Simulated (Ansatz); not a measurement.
# GeWAu in the AlB2 type: lattice stability ahead of a resistivity run, part 2 of 3

The plan: relax GeWAu in the AlB2 type, check its phonons, and, if the lattice is stable, compute its Eliashberg function and ρ(T).

Ansatz 0.2.0; DFT PBEsol, scalar-relativistic, plane waves, PAW; PAW set soft_1.

So far. Step 3 (Relaxing cell and atoms): The largest force is now zero by symmetry and the largest stress component 0.014 GPa. The relaxed cell has a = 4.485, c = 2.734 Å (conventional setting).

The structure was built from a prototype and need not be the compound's stable phase.

**4. Tight relaxation**

No force is left; the cell is relaxed once more with another smearing and tight thresholds.

input.yaml

```yaml
crystal:
  lattice:
    - [4.4854192309, 0.0, 0.0]
    - [-2.2427096155, 3.8844870006, 0.0]
    - [0.0, 0.0, 2.7335767402]
  atoms:
    - { symbol: W, position: [0.0, 0.0, 0.0] }
    - { symbol: Ge, position: [0.3333333333, 0.6666666667, 0.5] }
    - { symbol: Au, position: [0.6666666667, 0.3333333333, 0.5] }
kpoints:
  mp_grid: { grid: [9, 9, 9] }
hamiltonian:
  xc: pbesol
  pseudopotentials: { kind: paw, azcp: { folder: soft_1 }, xc_functional: pbe }
scf:
  occupations: { method: methfessel_paxton, width: 0.2 }
output:
  forces: true
  stress: true
  eigenvalues: true
relax:
  adjacent_minimum: "off"
  f_tol: 0.001
  max_steps: 60
  cell: { stress_tol: 0.01 }
```

Launch:

```
$ ansatz run input.yaml --threads 4 --pin off --max-ram 12288MiB --backend cpu --events-out ev --progress --plain --runs-dir out
```

Numbers of over 12 decimals in the logs are rounded to 6 here.

What it wrote:

```text
[the first part of the log is left out]
  E_paw        = -20014.097855  (= ΣΔE_a)
  E_vpaw       = -854.280993  (= ΣTr[D̂ρ^β])
  E_aug_tail   = 0.001761  (compensation charges beyond the density's cutoff)
  E_ewald      = -6142.835454
  E_core_change = 1.449323  (= ΣΔE_core)
  E_smearing   = 0.000348  (= −TS)
  E_closure    = 0.000000  (closes the sum)
  Σ components = -27518.472116   (vs F -27518.472116, Δ=0.00e0)
[...]
--- Stress (GPa, compression-positive) ---
       -0.001125       0.000000       0.000000
        0.000000      -0.001125      -0.000000
        0.000000      -0.000000      -0.001246
  P = ⅓ Tr σ = -0.0012 GPa (-0.012 kbar)
--- Band table (eV; the first three rows and the last of 60) ---
[...]
--- Relaxed structure (4 steps of the walk, 3 accepted, 1 SCFs on fresh bases) ---
[...]
cell:  # Å, volume = 47.6385 Å³
    - [4.490602, 2.8900795935215097e-11, 0]
    - [-2.245301, 3.888976, 0]
    - [0, 0, 2.727833]
  atoms:
    - { symbol: W, position: [0, 0, 0] }
    - { symbol: Ge, position: [0.333333, 0.666667, 0.500000] }
    - { symbol: Au, position: [0.666667, 0.333333, 0.500000] }
```

Run time: 10 s. Hardware: 4 threads of Arm Neoverse V2, shared host; peak memory 0.45 GiB.

The steps of the relaxation:

```
step  energy less that of the first step (eV)  largest force component (eV/Å)  pressure (GPa)  volume (Å³)
   1                                   0.0000                          0.0000           -0.05        47.63
   2                                  -0.0002                          0.0000            0.23        47.59
   3                                   0.0000                          0.0000           -0.39        47.74
   4                                  -0.0002                          0.0000            0.00        47.64
   5                                  -0.0002                          0.0000            0.00        47.64
```

The log counts 1 steps on a newly chosen plane-wave basis, not all of them marked here; energy and pressure can jump at such steps. Relaxation step 3 was tried and not accepted.

```
conventional cell, symmetrised  before  after  change
                         a (Å)   4.485  4.491  +0.1 %
                         b (Å)   4.485  4.491  +0.1 %
                         c (Å)   2.734  2.728  -0.2 %
              volume (Å³/atom)   15.88  15.88  +0.0 %
```

The relaxed structure:

```xyz
3
Lattice="4.4906 0.0000 0.0000 -2.2453 3.8890 0.0000 0.0000 0.0000 2.7278" Properties=species:S:1:pos:R:3 pbc="T T T"
W     0.0000    0.0000    0.0000
Ge    0.0000    2.5927    1.3639
Au    2.2453    1.2963    1.3639
```

Numbers from this step:

```yaml
pressure: -0.001165 GPa
```

The largest force is now zero by symmetry and the largest stress component 0.0012 GPa, small enough for phonons.

**5. Lattice stability: q 2×2×2, k 4×4×6**

Couplings are defined for a stable lattice alone, so phonons come first.

input.yaml

```yaml
crystal:
  lattice:
    - [4.4906023127, 0.0, 0.0]
    - [-2.2453011564, 3.8889756811, 0.0]
    - [0.0, 0.0, 2.7278332176]
  atoms:
    - { symbol: W, position: [0.0, 0.0, 0.0] }
    - { symbol: Ge, position: [0.3333333333, 0.6666666667, 0.5] }
    - { symbol: Au, position: [0.6666666667, 0.3333333333, 0.5] }
kpoints:
  mp_grid: { grid: [4, 4, 6] }
hamiltonian:
  xc: pbesol
  pseudopotentials: { kind: paw, azcp: { folder: soft_1 }, xc_functional: pbe }
scf:
  occupations: { method: methfessel_paxton, width: 0.2 }
output:
  eigenvalues: true
phonons:
  method: dfpt
  qmesh: [2, 2, 2]
  temperatures: { t_max: 1000, t_step: 50 }
  qpath:
    path:
      - [[0.0, 0.0, 0.0], [0.5, 0.0, 0.0], [0.33333333, 0.33333333, 0.0], [0.0, 0.0, 0.0], [0.0, 0.0, 0.5], [0.5, 0.0, 0.5], [0.33333333, 0.33333333, 0.5], [0.0, 0.0, 0.5]]
      - [[0.5, 0.0, 0.5], [0.5, 0.0, 0.0]]
      - [[0.33333333, 0.33333333, 0.5], [0.33333333, 0.33333333, 0.0]]
    npoints: 10
```

What it wrote:

```text
[...]
Crystal: 3 atoms, lattice volume = 47.638 Å³
Basis set: ecut = 420 eV, 939 PW (Γ), exchange–correlation on 64×64×40 points (8 copies of the dense FFT grid, shifted against one another)
Bands: 29, of which v1, the nominal top of the filled ones, is band 24 counted from 1 (23 counted from 0)
Symmetry: 12 space group operations
k-points: 16 of 96 (time reversal used)
[...]
SCF iter   1: F=—  HF=-27523.185483 eV  |F-HF|=—  |Δ(HF+E_count)|=         —  Δρ=1.90e-1  dr2=3.35e1  ethr=3.10e-3  ⟨swp⟩=4.2  Hψ=1562  notcnv=0
[...]
SCF iter  11: F=-27518.459294 eV  HF=-27518.459294 eV  |F-HF|=1.46e-11  |Δ(HF+E_count)|=  6.37e-10  S|Δr|=    0.00e0  Δρ=1.28e-7  dr2=8.13e-12  ethr=1.00e-12  ⟨swp⟩=6.8  Hψ=2341  notcnv=0
SCF 1 converged in 11 iterations: F = -27518.459294 eV  dr2 = 8.13e-12
[...]
phonons: the bands overlap, so this run is a metal and interpolates without the dipole-dipole term. If the crystal is really an insulator or semiconductor, its LO-TO splitting is missing
NSCF: frozen V_eff on 16 k-points
[...]
DFPT response loops at q = (0, 0, 0) (fractional): preconditioner auto → Kerker (q_TF=auto, 2.722 Å⁻¹) (partly filled bands, converged f_vac=0.000); β = 1.00, the filter's whole step (`scf.mixing.beta` (0.50) is not read by the response loops under this deck's `scf.mixing.preconditioner`; to damp them name `kerker` or `kerker_dos`, under which they read `scf.mixing.beta`, and type it under 1.00, their step now; both keys bind the ground state too); Broyden in place of MSR1
[...]
SCF converged after 11 iterations
Stability not checked: this state was not tested for a lower state beside it, because cold or Methfessel-Paxton smearing, or corrected tetrahedra, fill the levels in a way that the test cannot read (fill_not_monotonic; see scf.lower_state_search)
Free energy (F): -27518.459294 eV
[...]
Internal energy: -27518.457901 eV  (E = F + TS)
E sigma→0 (E₀):  -27518.458946 eV
Entropy (-TS):   -0.001394 eV (-0.465 meV/atom)
Fermi energy:    19.859466 eV
[...]
--- Band table (eV; the first three rows and the last of 16) ---
  k-point 0: bands = [... 20 lower, 16.2742, 16.2742, 18.5337, 21.9140, 21.9140, 22.4414, 22.4414, 25.0347, ... 1 higher]
  k-point 1: bands = [... 20 lower, 17.2503, 17.2503, 18.9595, 20.1122, 20.1122, 22.4830, 24.3250, 24.3250, ... 1 higher]
  k-point 2: bands = [... 20 lower, 18.4055, 18.4055, 19.1013, 19.1013, 19.5077, 21.8098, 23.4354, 23.4354, ... 1 higher]
  k-point 15: bands = [... 20 lower, 17.1813, 17.8327, 18.3120, 20.2024, 20.8644, 21.7352, 22.6341, 23.0918, ... 1 higher]
--- Phonons (Γ-DFPT): 6 representative perturbations + reference (Σ response iterations 18) ---
  ASR residual: 2.614e-4 → 0.000e0 eV/Å²; symmetrization residual: 1.942e-5 eV/Å²
  ASR residual per site (eV/Å²): 5.57e-5 1.89e-5 2.61e-4
  Γ frequencies (cm⁻¹): 0.00 0.00 0.00 40.73 91.40 107.15 107.15 177.18 177.18
--- Phonons (arbitrary-q DFPT): 4 irreducible q on the 2×2×2 mesh ---
  q = [0.0000, 0.0000, 0.0000] (star 1, of the zone-centre solve; hermiticity 4.57e-6, symmetrization 3.80e-10): -0.00 -0.00 0.00 40.73 91.40 107.15 107.15 177.18 177.18
  q = [0.0000, 0.0000, -0.5000] (star 1, 6 solved perturbations in 132 linear systems a pass and spin channel, the states on 28 of 96 k-point pairs; hermiticity 1.65e-6, symmetrization 2.75e-8): 51.25 76.16 76.16 95.57 95.57 159.81 167.77 167.77 187.19
  q = [0.0000, -0.5000, 0.0000] (star 3, 9 solved perturbations on 28 of 96 k-point pairs; hermiticity 4.29e-6, symmetrization 4.83e-10): -39.00 31.13 58.25 62.45 80.18 99.48 122.01 176.43 192.78
[...]
sum rule: each row above includes the acoustic sum rule's correction from the zone centre's row sums; it moved no ω² by more than (0.60 cm⁻¹)²
  mesh force constants: q→R imaginary residual 2.39e-17; ASR residual 2.614e-4 → 0.000e0 eV/Å²; symmetrization residual 5.329e-15 eV/Å²
  interpolated dispersion: 93 rows × 9 modes
  density of states and harmonic sums: on the 16×16×22 q-mesh, interpolated from the force constants of a 2×2×2 supercell (no non-analytic term)
  largest difference from the sums on the solved wave vectors: F 1.33e-1 eV, S 1.78e-4 and C_V 4.54e-5 eV/K
  zero-point energy: 0.056943 eV/cell   skipped modes (ω ≤ 0): 337, of them read as no rigid motion or as one in doubt: 334 (9.732e-1 modes/cell left out, lowest -64.24 cm⁻¹)   left out of the sums: 1.08e-1 of the cell's modes: C_V's classical limit lies that fraction below 3 k_B per atom; for a crystal, a wire or a layer, F and S can be off by more, and a phonons.interpolated_qmesh denser along its periods is the remedy for the sampling
```

The job ended after 29 s (4 threads; peak memory 0.55 GiB).

This step gave:

* share of imaginary modes in the plain interpolation between solved wavevectors: 0.1078
* highest frequency, solved or plainly interpolated: 198.8 cm⁻¹

Solved on the 2×2×2 mesh alone; all other wavevectors are interpolated. The phonon branches at the labelled points (cm⁻¹):

```
    point  branch 1  branch 2  branch 3  branch 4  branch 5  branch 6  branch 7  branch 8  branch 9
        Γ         0         0         0        41        91       107       107       177       177
        M       -39        31        58        62        80       100       122       176       193
        K       -23        38        46        68        69        89       142       173       193
        Γ         0         0         0        41        91       107       107       177       177
        A        51        76        76        96        96       160       168       168       187
        L       -57       -25        58        88       118       168       172       184       184
        H       -64        40        62        93       102       168       170       172       199
        A        51        76        76        96        96       160       168       168       187
jump to L       -57       -25        58        88       118       168       172       184       184
        M       -39        31        58        62        80       100       122       176       193
jump to H       -64        40        62        93       102       168       170       172       199
        K       -23        38        46        68        69        89       142       173       193
```

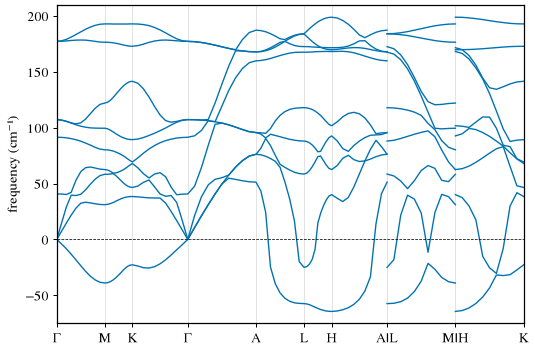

Phonon branches along the path.

Lowest modes at the softest wavevector of the mesh. Modes at q = (0.500, 0.000, 0.500), with each element's share of the kinetic energy (negative means imaginary):

```
mode  frequency (cm⁻¹)  W %  Ge %  Au %
   1             -57.4   48     0    52
   2             -25.0   93     6     0
   3              58.5    0    23    77
   4              88.0  100     0     0
   5             117.9   42    20    37
   6             167.5    6    81    13
```

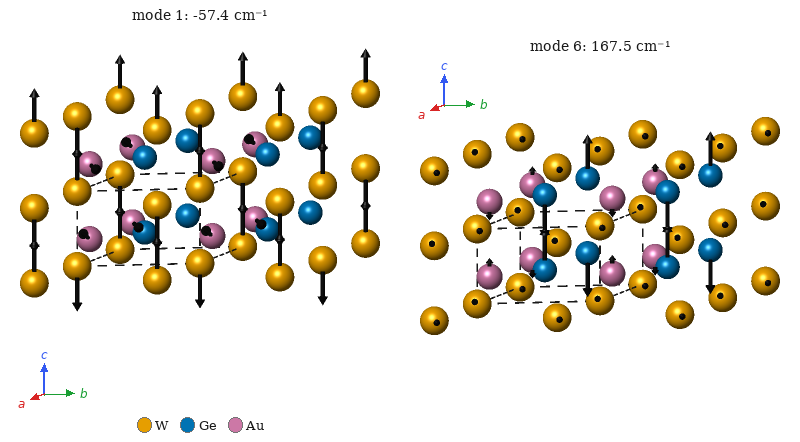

Displacement patterns of modes 1 and 6 at q = (0.500, 0.000, 0.500); arrows are exaggerated. 2×2×2 cells are drawn. Some periodic images of atoms are drawn too.

Among the solved wavevectors the lowest mode, translations apart, is -57.4 cm⁻¹, imaginary.

**6. Lattice stability: q 3×3×3, k 6×6×9**

An imaginary mode on so few k-points may come from the sampling, so the phonons are repeated with another q and k mesh.

Changes to input.yaml since step 5:

```diff
@@ -10,3 +10,3 @@
 kpoints:
-  mp_grid: { grid: [4, 4, 6] }
+  mp_grid: { grid: [6, 6, 9] }
 hamiltonian:
@@ -20,3 +20,3 @@
   method: dfpt
-  qmesh: [2, 2, 2]
+  qmesh: [3, 3, 3]
   temperatures: { t_max: 1000, t_step: 50 }
```

What it wrote:

```text
[...]
Crystal: 3 atoms, lattice volume = 47.638 Å³
Basis set: ecut = 420 eV, 939 PW (Γ), exchange–correlation on 64×64×40 points (8 copies of the dense FFT grid, shifted against one another)
Bands: 29, of which v1, the nominal top of the filled ones, is band 24 counted from 1 (23 counted from 0)
Symmetry: 12 space group operations
k-points: 35 of 324 (time reversal used)
[...]
SCF iter   1: F=—  HF=-27523.224901 eV  |F-HF|=—  |Δ(HF+E_count)|=         —  Δρ=1.91e-1  dr2=3.37e1  ethr=3.10e-3  ⟨swp⟩=4.1  Hψ=3443  notcnv=0
[...]
SCF iter  12: F=-27518.472334 eV  HF=-27518.472334 eV  |F-HF|=3.64e-12  |Δ(HF+E_count)|=  3.64e-12  S|Δr|=    0.00e0  Δρ=1.35e-8  dr2=5.08e-14  ethr=1.00e-12  ⟨swp⟩=7.5  Hψ=4202  notcnv=0
SCF 1 converged in 12 iterations: F = -27518.472334 eV  dr2 = 5.08e-14
[...]
SCF converged after 12 iterations
[...]
Free energy (F): -27518.472334 eV
[...]
Internal energy: -27518.472621 eV  (E = F + TS)
E sigma→0 (E₀):  -27518.472406 eV
Entropy (-TS):   0.000287 eV (0.096 meV/atom)
Fermi energy:    19.826991 eV
[...]
--- Band table (eV; the first three rows and the last of 35) ---
  k-point 0: bands = [... 20 lower, 16.2733, 16.2733, 18.5411, 21.9567, 21.9567, 22.4419, 22.4419, 25.0345, ... 1 higher]
  k-point 1: bands = [... 20 lower, 16.8486, 16.8486, 18.7335, 20.7625, 20.7625, 23.6976, 23.6976, 23.8293, ... 1 higher]
  k-point 2: bands = [... 20 lower, 17.6753, 17.6753, 19.2364, 19.6153, 19.6153, 21.3447, 24.3519, 24.3519, ... 1 higher]
  k-point 34: bands = [... 20 lower, 17.4393, 17.6840, 18.4643, 20.4906, 20.8521, 21.0544, 21.7880, 23.3453, ... 1 higher]
[...]
ASR residual: 9.629e-5 → 0.000e0 eV/Å²; symmetrization residual: 1.919e-5 eV/Å²
  ASR residual per site (eV/Å²): 2.73e-5 1.73e-5 9.63e-5
  Γ frequencies (cm⁻¹): 0.00 0.00 0.00 47.52 90.02 107.87 107.87 186.65 186.65
--- Phonons (arbitrary-q DFPT): 6 irreducible q on the 3×3×3 mesh ---
[...]
interpolated dispersion: 93 rows × 9 modes
[...]
```

It took 2.6 min on 4 threads; peak memory 0.96 GiB; 10 min of CPU time.

This step gave:

- share of imaginary modes in the plain interpolation between solved wavevectors: 0.0534
- highest frequency, solved or plainly interpolated: 198.7 cm⁻¹

Solved on the 3×3×3 mesh alone; all other wavevectors are interpolated. Phonon branches along the path, in cm⁻¹:

```
    point  branch 1  branch 2  branch 3  branch 4  branch 5  branch 6  branch 7  branch 8  branch 9
        Γ         0         0         0        48        90       108       108       187       187
        M       -51       -25        34        59        80       102       120       178       194
        K       -78        31        42        65        70        93       141       174       193
        Γ         0         0         0        48        90       108       108       187       187
        A        80        80        88        88       149       153       169       169       188
        L        47        53        64       103       148       168       173       181       187
        H        30        75        85        97       138       171       172       172       199
        A        80        80        88        88       149       153       169       169       188
jump to L        47        53        64       103       148       168       173       181       187
        M       -51       -25        34        59        80       102       120       178       194
jump to H        30        75        85        97       138       171       172       172       199
        K       -78        31        42        65        70        93       141       174       193
```

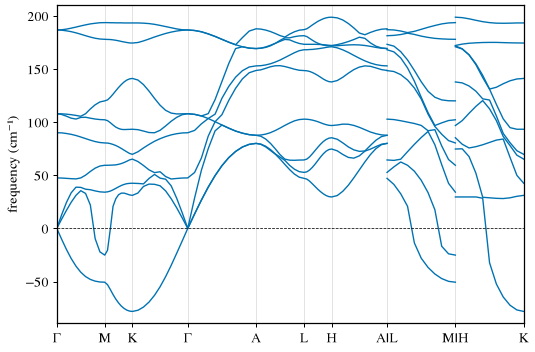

Phonon branches along the path.

Lowest modes at the softest wavevector of the mesh. The modes at q = (0.333, 0.333, 0.000) (shares of kinetic energy by element, %) (negative means imaginary):

```
mode  frequency (cm⁻¹)  W %  Ge %  Au %
   1             -78.1   64     0    36
   2              31.1    0    31    69
   3              42.5    0   100     0
   4              65.2  100     0     0
   5              69.7    0     0   100
   6              93.3   97     3     0
```

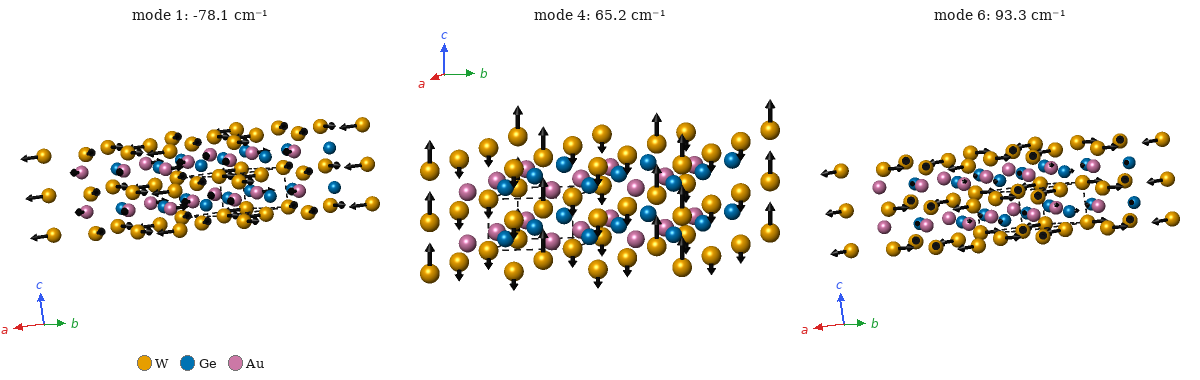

Displacement patterns of modes 1, 4 and 6 at q = (0.333, 0.333, 0.000); arrows are exaggerated. 3×3×2 cells are drawn. Some periodic images of atoms are drawn too.

The modes has structure finer than the step of the table below, so its rows give means over 20 cm⁻¹, whole bins alone (the curve runs from -88.1 to 215 cm⁻¹). Peaks (cm⁻¹: height): Au 33.7: 0.0263, 60.4: 0.0191, 75.6: 0.0207, 100.4: 0.0217, 132.7: 0.0193, 178.4: 0.0242, 191.8: 0.0216; Ge 178.4: 0.107; W 60.4: 0.0201, 96.6: 0.0592, 146.1: 0.0171.

Phonopy on the run's constants, 15x15x21 mesh, Gaussian sigma 2.2 cm⁻¹. The modes by wavenumber; means over each step; values in 1/cm⁻¹/cell:

```
wavenumber (cm⁻¹)       Au       Ge        W
              -60  0.00322   3.6e-4  0.00442
              -40  0.00393   6.8e-4  0.00448
              -20  0.00194   4.0e-4  0.00206
                0  0.00113   2.4e-4  0.00111
               20  0.00604  0.00156  0.00467
               40   0.0210  0.00905   0.0116
               60   0.0166  0.00802   0.0149
               80   0.0181  0.00809   0.0291
              100   0.0165   0.0108   0.0416
              120   0.0133  0.00738   0.0116
              140   0.0124   0.0114   0.0155
              160   0.0109   0.0136  0.00307
              180   0.0191   0.0650  0.00337
              200  0.00549   0.0135  0.00173
```

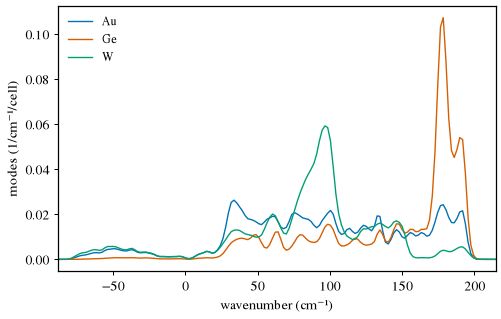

Modes, plotted against wavenumber.

No LO-TO term; unit eigenvectors of the mass-weighted matrix. Modes at Γ, with each element's share of the kinetic energy:

```
mode  frequency (cm⁻¹)  symmetry  W %  Ge %  Au %
   1               0.0   unnamed   41    16    43
   2               0.0   unnamed   41    16    43
   3               0.0   unnamed   41    16    43
   4              47.5      A2''    5    84    11
   5              90.0      A2''   54     0    46
   6             107.9        E'   59     9    32
   7             107.9        E'   59     9    32
   8             186.7        E'    0    75    25
   9             186.7        E'    0    75    25
```

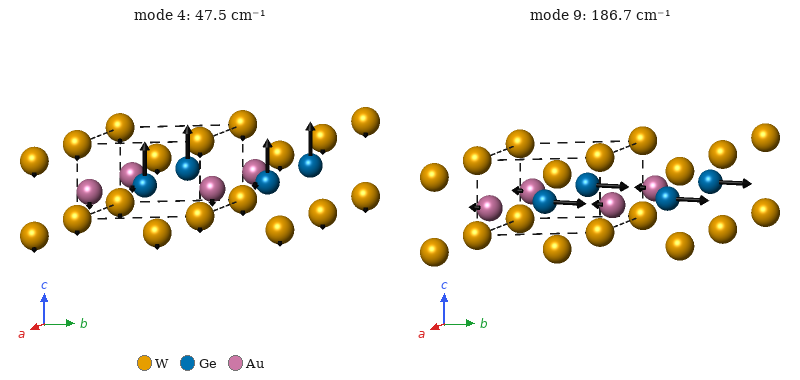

Displacement patterns of modes 4 and 9 at Γ; arrows are exaggerated. 2×2×1 cells are drawn. Some periodic images of atoms are drawn too.

Among the solved wavevectors the lowest mode, translations apart, is -78.1 cm⁻¹, imaginary.

[end of part 2 of 3]

[Logs are printed without paths, hosts, clocks, repeated set-up lines and the standing remarks that a program may print on its own settings, such as how far it seeks lower states.]

[Hosts, paths, dates, database ids (printed as entryN), source tags and the programs' standing remarks are cut or masked in the printed files.]
